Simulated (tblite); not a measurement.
**Energy and gradient calculation of CH$_{5}$AlOS**

CH$_{5}$AlOS, computed with GFN1-xTB, R-SCC (tblite 0.8.0).

A bond length was changed on purpose from its optimised value.

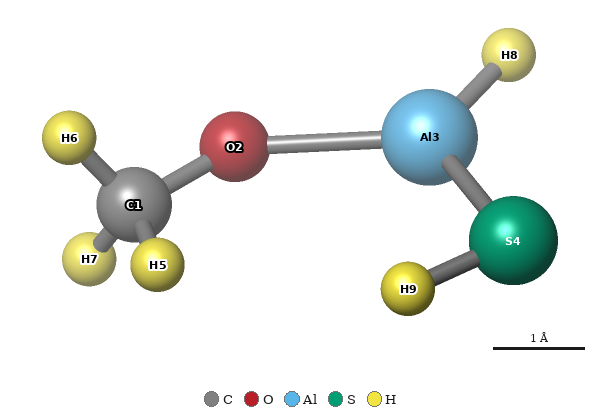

*The structure (ball-and-stick view, seen at a tilt; atoms are numbered from 1 in the order of the input). Sticks mark near contacts.*

Bond lengths as drawn: Al–H 1.57 Å, Al–O 2.18 Å, Al–S 2.19 Å, C–H 1.09 to 1.10 Å, C–O 1.39 Å and H–S 1.34 Å.

Input (script.py)
```python
"""GFN1-xTB energy and gradient with ASE"""
import json
import numpy as np
from ase import Atoms
from ase.units import Bohr
from tblite.ase import TBLite
from ase.units import Hartree
from ase.units import Debye

atoms = Atoms(["C", "O", "Al", "S", "H", "H", "H", "H", "H"], positions=Bohr * np.array([
    [1.561046, 3.294700, 0.364035],
    [0.794762, 1.597348, -1.499424],
    [-0.950910, -2.131800, -1.739682],
    [-1.975331, -4.211822, 1.677888],
    [1.159101, 2.614776, 2.282674],
    [3.597037, 3.634661, 0.225329],
    [0.591995, 5.105624, 0.117993],
    [-1.462270, -3.304186, -4.414400],
    [-1.133836, -2.384645, 3.230676],
]))
start = atoms.get_positions()

atoms.calc = TBLite(method="GFN1-xTB", multiplicity=1, accuracy=0.1)
print(f"E: {atoms.get_potential_energy() / Hartree:.6f} Eh")
print(f"Dipole: {np.linalg.norm(atoms.get_dipole_moment()) / Debye:.4f} D")
print("Charges:", np.round(atoms.get_charges(), 4))
print("Forces (eV/angstrom):")
for a, F in zip(atoms, atoms.get_forces()):
    print(f"{a.symbol:<2} {F[0]:11.6f} {F[1]:11.6f} {F[2]:11.6f}")
json.dump(dict(energy=atoms.get_potential_energy(), forces=atoms.get_forces().tolist(), dipole=atoms.get_dipole_moment().tolist(), charges=atoms.get_charges().tolist(),
               symbols=atoms.get_chemical_symbols(), start=start.tolist(), final=atoms.positions.tolist()), open("results.json", "w"))
```

Run as:
```bash
python script.py
```

Output
```
------------------------------------------------------------
  cycle        total energy    energy error   density error
------------------------------------------------------------
      1     -14.37033838384  -1.4446328E+01   5.1204238E-01
      2     -14.54517091745  -1.7483253E-01   2.4973713E-01
      3     -14.54589185081  -7.2093336E-04   9.8962824E-02
      4     -14.54851235440  -2.6205036E-03   4.1010802E-02
      5     -14.55172653951  -3.2141851E-03   7.0684672E-03
      6     -14.55183722541  -1.1068591E-04   3.2909504E-03
      7     -14.55186874583  -3.1520419E-05   9.3243114E-04
      8     -14.55187080216  -2.0563322E-06   2.2814838E-04
      9     -14.55187090714  -1.0497924E-07   7.1592149E-05
     10     -14.55187092280  -1.5656381E-08   1.8940122E-05
     11     -14.55187092388  -1.0761312E-09   1.4143377E-06
------------------------------------------------------------

 total:                                   0.014 sec
E: -14.551871 Eh
Dipole: 1.8178 D
Charges: [ 0.1999 -0.574   0.4405 -0.1897 -0.004   0.0081  0.0087 -0.0559  0.1665]
Forces (eV/angstrom):
C    -0.016399   -0.048279    0.097164
O    -1.472408   -3.156464   -0.747741
Al    0.751762    1.615809    0.416064
S     0.477674    1.006759   -0.296769
H     0.001319    0.022709    0.289851
H     0.233895    0.051981    0.034139
H    -0.108209    0.216885    0.016530
H     0.298983    0.648414    0.365207
H    -0.166616   -0.357813   -0.174445
```

Summary

- outcome: converged
- total energy: −14.551871 hartree
- largest force: 3.562 eV/Å
- dipole moment: 1.82 D
- hardware: 1 thread of Intel Xeon @ 2.50GHz (Skylake/Cascade Lake), 189 GiB of memory available, shared host
- wall time: 0.69 s
- peak memory: 0.067 GiB
